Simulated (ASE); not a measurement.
Pair distribution function (O-Zr) of BaZrO3 (cubic perovskite), cell Ba8Zr8O24, with the crystal as the starting point [in the run: it stayed crystalline; mean temperature 295 K (target 300 K); density 5.92 g/cm³, volume +5 % from the start crystal's], from MD at 295 K. Computed with ASE with the machine-learned potential CHGNet 0.3.0. Volume per atom 15.51 Å³, mean pressure 0.1 GPa. 

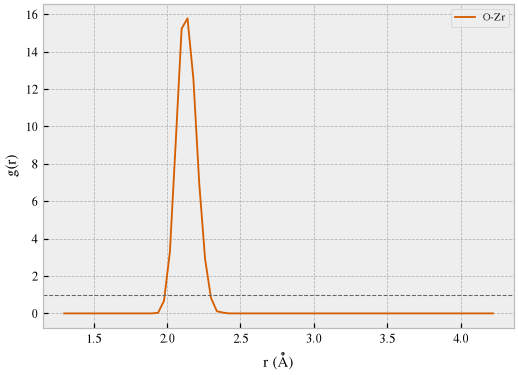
Pair distribution from the trajectory

Q: From the above, determine the position and height of the first peak of the O-Zr curve, where the first shell ends and the number of neighbours in it.

A: first peak at 2.13 Å with height 16; g is nil from 2.5 to 4.2 Å, so any cut there serves; 2.0 Zr round each O and 6.0 O round each Zr in the shell, from n = 4πρ∫r²g(r)dr.
